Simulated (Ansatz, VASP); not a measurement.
# Cross-check of SiC between VASP and Ansatz, part 3 of 3

Aim: how closely do two programs agree when they are given the same cell, functional and k mesh? The cell is taken from a series of VASP runs on this material, whose earlier steps may have relaxed, scaled or displaced it; both programs get it as it stands. Valence electrons are named where the data sets of a main pair hold unlike numbers.

VASP 6.6.1 and Ansatz 0.2.0.

So far, pressure (GPa): step 4 (comparison, PBE) 3.92; step 7 (r2SCAN, cutoff 500 eV) 0.419.

### 9. Ansatz: band structure, LDA

Level of this step: Ansatz beside VASP: Kohn-Sham DFT, plane waves, LDA (Ansatz).

The same cell, functional (in two slightly different forms), mesh and smearing now go to Ansatz, which takes its cutoff from its data sets.

The cell is taken from a series of VASP runs on this material, whose earlier steps may have relaxed, scaled or displaced it; both programs get it as it stands.

File input.yaml:

```yaml
crystal:
  lattice:
    - [3.0601349154, 0.0, 0.0]
    - [-1.5300674577, 2.6501545757, 0.0]
    - [0.0, 0.0, 10.0190757747]
  atoms:
    - { symbol: Si, position: [0.0, 0.0, 0.1878851084] }
    - { symbol: Si, position: [0.0, 0.0, 0.6878851084] }
    - { symbol: Si, position: [0.3333333333, 0.6666666667, 0.4378578359] }
    - { symbol: Si, position: [0.6666666667, 0.3333333333, 0.9378578359] }
    - { symbol: C, position: [0.0, 0.0, 0.0004566014] }
    - { symbol: C, position: [0.0, 0.0, 0.5004566014] }
    - { symbol: C, position: [0.3333333333, 0.6666666667, 0.2497994544] }
    - { symbol: C, position: [0.6666666667, 0.3333333333, 0.7497994544] }
hamiltonian:
  xc: lda
  pseudopotentials: { kind: paw }
kpoints:
  mp_grid: { grid: [8, 8, 2] }
  band_path:
    path:
      - [0.0, 0.0, 0.0]
      - [0.14286, 0.0, 0.0]
      - [0.28571, 0.0, 0.0]
      - [0.5, 0.0, 0.0]
      - [0.47619, 0.04762, 0.0]
      - [0.40476, 0.19048, 0.0]
      - [0.35714, 0.28571, 0.0]
      - [0.28571, 0.28571, 0.0]
      - [0.19048, 0.19048, 0.0]
      - [0.04762, 0.04762, 0.0]
      - [0.0, 0.0, 0.0]
      - [0.0, 0.0, 0.14286]
      - [0.0, 0.0, 0.35714]
      - [0.0, 0.0, 0.5]
      - [0.14286, 0.0, 0.5]
      - [0.28571, 0.0, 0.5]
      - [0.5, 0.0, 0.5]
      - [0.47619, 0.04762, 0.5]
      - [0.40476, 0.19048, 0.5]
      - [0.35714, 0.28571, 0.5]
      - [0.33333, 0.33333, 0.5]
      - [0.19048, 0.19048, 0.5]
      - [0.09524, 0.09524, 0.5]
      - [0.5, 0.0, 0.5]
      - [0.5, 0.0, 0.35714]
      - [0.5, 0.0, 0.14286]
      - [0.5, 0.0, 0.0]
      - [0.33333, 0.33333, 0.14286]
      - [0.33333, 0.33333, 0.28571]
      - [0.33333, 0.33333, 0.5]
    npoints: 1
scf:
  occupations: { method: gaussian, width: 0.03 }
  n_extra_bands: 10
output:
  forces: true
  stress: true
  eigenvalues: true
```

Command:

```console
$ ansatz run input.yaml --threads 4 --pin off --max-ram 9216MiB --backend cpu --events-out ev --progress --plain --runs-dir out
```

Numbers of over 12 decimals in the logs are rounded to 6 here.

The log of the run:

```text
[...]
Crystal: 8 atoms, lattice volume = 81.253 Å³
Basis set: ecut = 420 eV, 1569 PW (Γ)
Bands: 26, of which v1, the nominal top of the filled ones, is band 16 counted from 1 (15 counted from 0)
Symmetry: 12 space group operations
[...]
k-points: 20 of 128
[...]
k-point 0: bands = [... 12 lower, 8.9578, 9.4920, 9.5450, 9.5450, 14.7429, 15.3148, 15.9528, 16.0597, ... 6 higher]
  k-point 1: bands = [... 12 lower, 9.3373, 9.3373, 9.3373, 9.3373, 14.9480, 14.9480, 16.4335, 16.4335, ... 6 higher]
  k-point 2: bands = [... 12 lower, 8.5928, 8.6165, 9.3072, 9.4168, 14.8060, 15.4702, 15.5813, 16.2940, ... 6 higher]
  k-point 19: bands = [... 12 lower, 6.4748, 6.4748, 7.2960, 7.2960, 12.8496, 12.8496, 15.9101, 15.9101, ... 6 higher]
[key lines of the parts left out:]
SCF converged after 6 iterations
Free energy (F): -3408.810325 eV
Fermi energy:    10.635509 eV
P = ⅓ Tr σ = -0.4098 GPa (-4.098 kbar)
```

It took 2 s on 4 threads of Arm Neoverse V1, shared host; peak memory 0.34 GiB.

For the pressure, step 4 gave 3.92 GPa; this run, with LDA and cell volume -1.5 %, gives -0.410 GPa.

### 10. Differences

What differs besides the data sets and the points named for the pairs above, as far as they apply: the two LDA forms differ slightly; VASP's log shows a relativistic correction to its local exchange, Ansatz's none. Total energies have different zeros and are not compared.

The two programs side by side:

| quantity | Ansatz | VASP | difference |
| --- | --- | --- | --- |
| pressure (GPa) | -0.41 | -0.09 | -0.32 |
| pressure without Ansatz's Pulay correction (GPa) | -0.81 | -0.09 | -0.72 |
| gap over the path points (eV) | 2.181 | 2.171 | +0.011 |

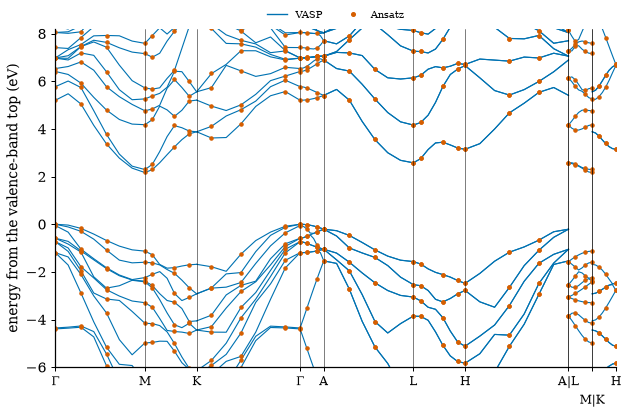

Bands from VASP (lines) and levels from Ansatz (dots). Dots without a line are higher empty bands that the VASP plot leaves out.

Levels at points of the path, from each program's valence-band top (eV; 4 filled, then empty):

| k (reciprocal lattice) | Ansatz | VASP |
| --- | --- | --- |
| 0.000 0.000 0.000 | -0.59 -0.05 0.00 0.00 5.20 5.77 6.41 | -0.59 -0.05 0.00 0.00 5.21 5.78 6.41 |
| 0.143 0.000 0.000 | -1.12 -1.04 -0.30 -0.17 5.05 5.74 5.93 | -1.12 -1.05 -0.30 -0.17 5.05 5.74 5.92 |
| 0.286 0.000 0.000 | -1.86 -1.83 -1.08 -0.68 3.38 3.78 4.80 | -1.86 -1.83 -1.08 -0.68 3.37 3.77 4.79 |
| 0.500 0.000 0.000 | -2.39 -2.24 -1.59 -1.13 2.18 2.31 4.19 | -2.39 -2.24 -1.59 -1.13 2.17 2.30 4.18 |
| 0.476 0.048 0.000 | -2.57 -2.10 -1.62 -1.28 2.30 2.52 4.40 | -2.57 -2.10 -1.62 -1.28 2.29 2.51 4.39 |
| 0.405 0.190 0.000 | -3.27 -2.91 -2.06 -1.82 3.26 4.15 4.54 | -3.27 -2.91 -2.06 -1.82 3.25 4.14 4.53 |
| 0.357 0.286 0.000 | -4.08 -3.07 -2.67 -1.70 3.81 3.92 5.18 | -4.08 -3.07 -2.67 -1.70 3.79 3.91 5.17 |
| 0.286 0.286 0.000 | -3.82 -2.68 -2.67 -1.78 3.63 4.12 4.97 | -3.82 -2.68 -2.67 -1.78 3.62 4.11 4.96 |
| 0.190 0.190 0.000 | -2.57 -2.44 -2.03 -1.25 4.22 4.82 5.02 | -2.57 -2.45 -2.03 -1.25 4.22 4.81 5.01 |
| 0.048 0.048 0.000 | -0.82 -0.36 -0.13 -0.08 5.57 6.05 6.22 | -0.82 -0.36 -0.13 -0.08 5.57 6.05 6.22 |

Among the levels compared at these points, filled levels agree within 4 meV and empty ones within 11 meV. Ansatz's pressure holds a Pulay correction of 0.40 GPa; VASP's holds none.

### 11. Outcome

| Item | Value |
| --- | --- |
| largest difference of a filled level at the path points (band structure, PBE) | 1 meV |
| largest difference of a filled level at the path points (band structure, r2SCAN) | 2.7 meV |
| largest difference of a filled level at the path points (band structure, LDA) | 3.9 meV |

The largest difference of a filled level at the path points is 3.9 meV (band structure, LDA), within the 80 meV picked in this series as the mark of a large difference. Such differences can come from data sets, numerical settings and the points named under the comparisons, not from the functional's error against experiment.

[Lines on the potential files, build, host, timing and source positions are cut from VASP's logs without a mark.]

[Logs are printed without paths, hosts, clocks, repeated set-up lines and the standing remarks that a program may print on its own settings, such as how far it seeks lower states.]

[Hosts, paths, dates, database ids (printed as entryN), source tags and the programs' standing remarks are cut or masked in the printed files.]
